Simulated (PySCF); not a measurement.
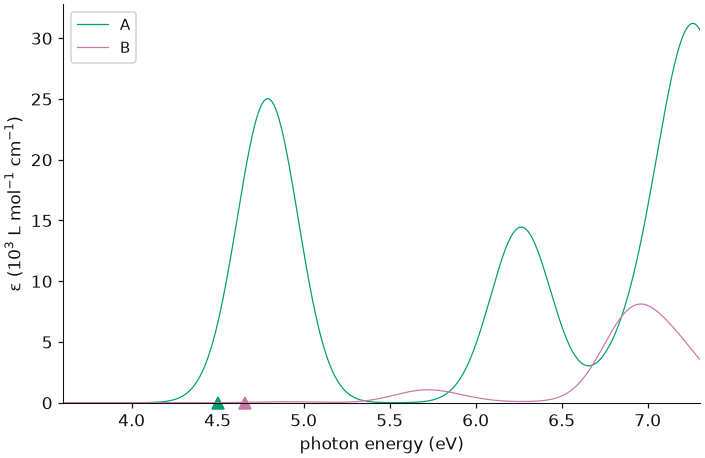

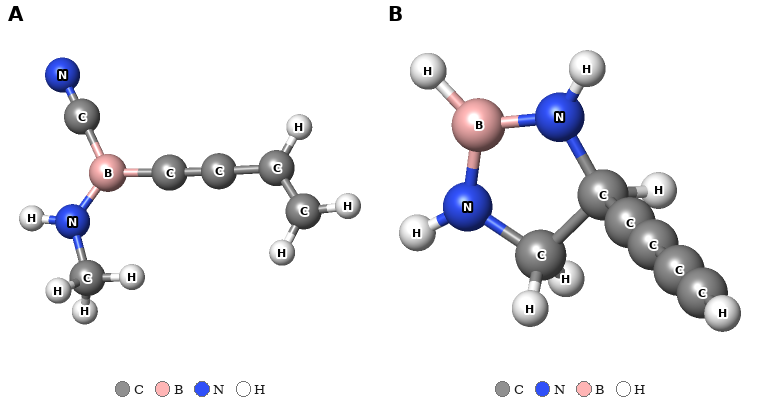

Related molecules: A is C₆H₇BN₂, SMILES C=CC#CB(C#N)NC; B is C₆H₇BN₂, SMILES C#CC#C[C@H]1CNBN1. Vertical TDDFT absorption, ωB97X-D/def2-SVPD in PySCF, at a PBE0-D3(BJ)/def2-SVP geometry (no frequency check); Gaussians of 1/e half-width 0.25 eV, triangles mark S1, and the range ends where the computed states of one molecule run out.

> How does the lowest singlet move?

A: 4.50 eV (f = 0.002, mainly HOMO−1 → LUMO (95 %)); B: 4.66 eV (f = 0.000, mainly HOMO−1 → LUMO (78 %)). From A to B it shifts 0.15 eV to the blue.

> And the brightest state of each within the range drawn?

A: S2 at 4.79 eV, f = 0.39; B: S7 at 6.90 eV, f = 0.10.

Limits of at least one run: core orbitals are frozen in the response; one conformer of a flexible molecule.
